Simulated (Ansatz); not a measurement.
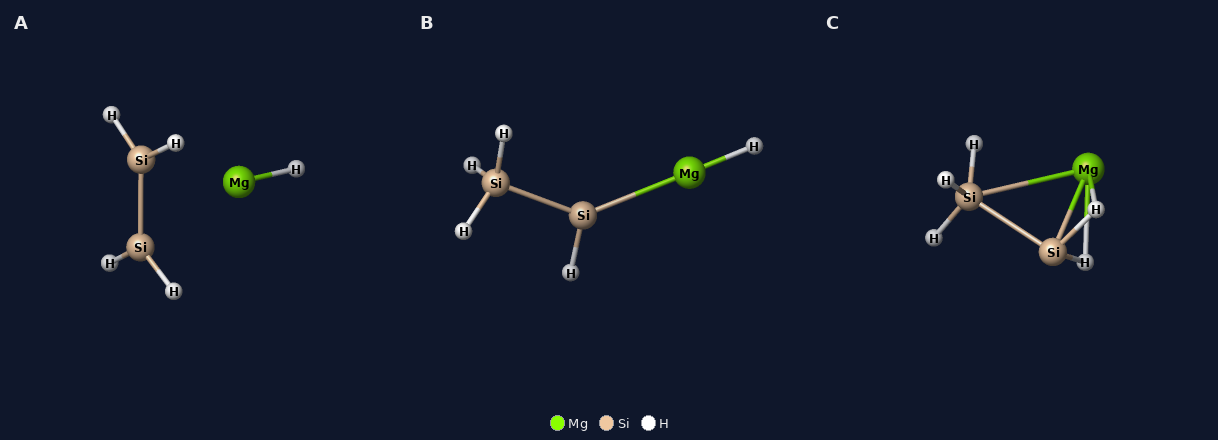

3 stationary structures of one formula. State: charge +1, singlet. Geometries: PBE-D4/def2-SVP. Electronic energies: PBE-D4/def2-SVP (Ansatz 0.2.0), without zero-point energy. No frequency run is at hand to confirm each as a minimum. Each is one conformer, not always the lowest.

Which structure is the most stable?

Answer. C is lowest (Cs); A lies 12.3 kcal/mol above it, B lies 18.3 kcal/mol above it (C1).
